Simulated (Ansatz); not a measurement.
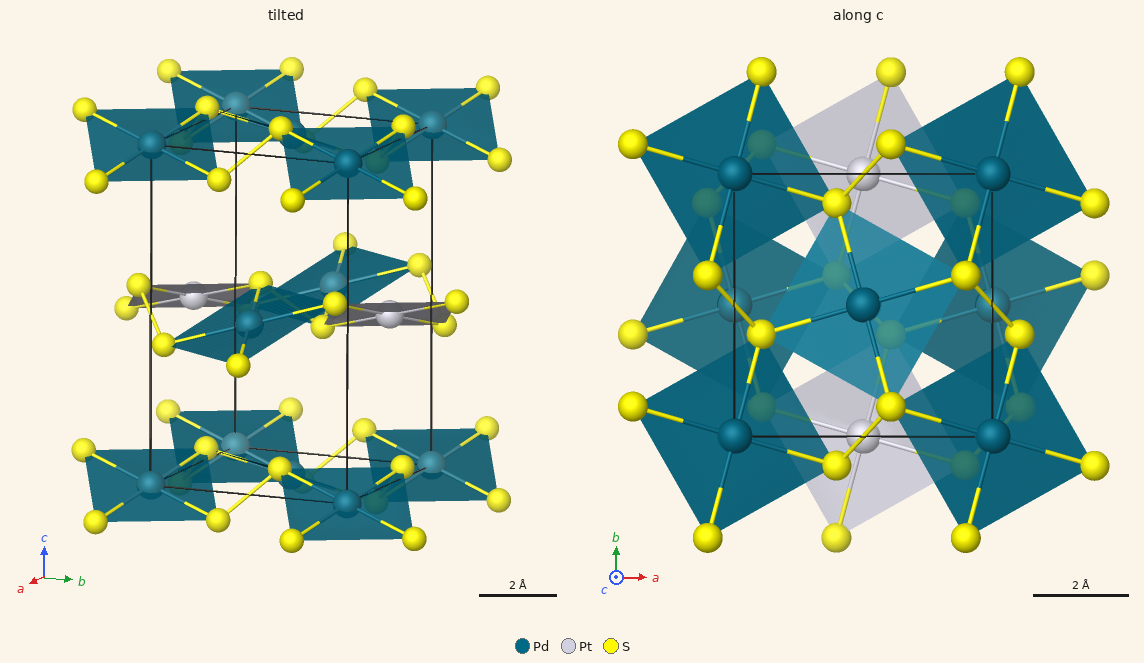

The structure above is drawn in polyhedral style and viewed slightly off an axis and along the c axis. The frame is the conventional unit cell; atoms at its boundary are shown with their periodic copies. Some neighbours outside the box are added.

Pd3PtS8, space group P-1 (No. 2), a = 5.486 Å, b = 5.577 Å, c = 9.040 Å, α = 90.42°, β = 90.38°, γ = 90.03°. It goes back to a structure type filled with these elements by a generator (whether the compound takes this form wasn't checked). Earlier steps of the study, as a rule a relaxation of our own, may have changed the cell and positions, so they can lie some per cent off the listed ones. A calculation with Ansatz used it as input.

This one geometry was computed with Ansatz (DFT, plane waves, PAW) at three levels of theory: LDA, PBE and r2SCAN.

**Which level gives the highest pressure at this volume, and what does that say about its equilibrium volume?**

Highest: PBE (0.0 GPa), which points to the largest equilibrium volume. Lowest, with the smallest volume: LDA (-5.5 GPa). Levels within 0.5 GPa of each other can't be told apart.

**How does the band gap change with the level of theory?**

LDA: a gap of 0.77 eV, indirect; PBE: a gap of 0.84 eV, indirect; r2SCAN: a gap of 1.00 eV, indirect.

**Collect the results in a table.**

| level | cutoff (eV) | k-mesh of the run's cell | gap (eV) | pressure (GPa) |
| --- | --- | --- | --- | --- |
| LDA | 420 | 6×6×4 | 0.77 | -5.5 |
| PBE | 420 | 6×6×4 | 0.84 | 0.0 |
| r2SCAN | 500 | 6×6×4 | 1.00 | -1.8 |

Gaps are taken on the k-mesh or band path of each run.
